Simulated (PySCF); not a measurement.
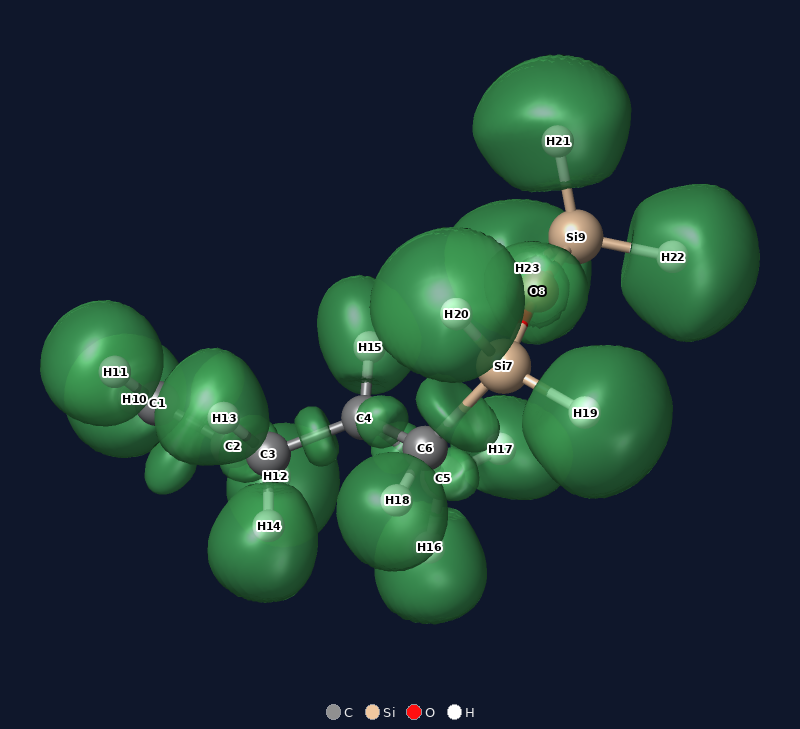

Figure. C6H14OSi2. Isosurface of the electron localisation function at 0.8 (green), seen at an oblique angle. Only the valence region is drawn (cores and ρ < 0.01 e/Å³ removed).

Geometry: GFN2-xTB.

All numbers below come from PBE0/pcSseg-1, SCF density, gas phase, non-relativistic in PySCF 2.14.0.

The calculation's input:

```
{"job": {"kind": "nmr", "xc": "PBE0", "basis": "pcSseg-1"}, "charge": 0, "multiplicity": 1}
C     -3.480448     1.668144     0.542357
C     -2.706201     0.857640    -0.153509
C     -2.014779    -0.346736     0.407137
C     -0.522535    -0.275406     0.159639
C      0.045769    -0.786130    -1.122669
C      0.305133    -1.533967     0.160540
Si     2.025143    -1.555841     0.924372
O      2.723451    -0.110010     0.706734
Si     3.298147     1.293117     0.144155
H     -3.958853     2.525554     0.099981
H     -3.674482     1.503197     1.590015
H     -2.520436     1.044376    -1.203594
H     -2.213579    -0.423750     1.479194
H     -2.411352    -1.244530    -0.077410
H     -0.060378     0.611842     0.577493
H     -0.630782    -1.228585    -1.840752
H      0.865229    -0.245944    -1.574218
H     -0.264754    -2.449700     0.275515
H      2.879243    -2.541137     0.257805
H      1.961967    -1.727149     2.375758
H      3.735345     2.032378     1.325053
H      4.399177     0.976576    -0.763920
H      2.215223     1.983047    -0.559246
```

Command:

```sh
OMP_NUM_THREADS=1 python probes_run.py task.json out
```

Question: Identify the bonds, lone pairs and shells in this picture.

Answer: The surface consists of six regions between bonded C–C atoms (shared pairs), one region between bonded C–Si atoms (shared pairs), 14 regions around hydrogen nuclei and one region wrapped around O (its lone pairs, merged into a ring or cap). Profiles from the grid: C–C (1.32 Å): the ELF peaks at about 0.90 between the atoms: a short, multiple covalent bond. Si–O (1.62 Å): the ELF peaks at about 0.85 between the atoms; a short, strongly polar bond.
